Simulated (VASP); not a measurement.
Energy against volume of CdTe (zinc blende). Level of theory: SCAN meta-GGA, VASP's PBE PAW potentials (set 64) (plane waves; VASP 6.6.1).

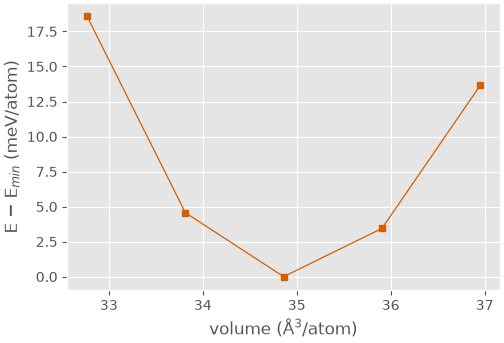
Figure: Energy against volume

Problem. Estimate the equilibrium volume and the bulk modulus.

Solution. The minimum lies near 34.9 Å³/atom, and the curvature gives B0 of about 40 GPa.

Measured: bulk modulus 43.7 GPa (computed value off by -7.3 %), as given by Elmahjoubi et al., (2023), arXiv:2303.01780; a 6.480 Å (computed value off by +0.9 %), as given by M J Lucero et al., Journal of Physics Condensed Matter (2012), arXiv:1111.4515. The calculation is for a static lattice, while the measured bulk modulus, a hold thermal and zero-point effects, which are part of the difference.

The compound is CdTe in the zinc blende structure. It was relaxed first.
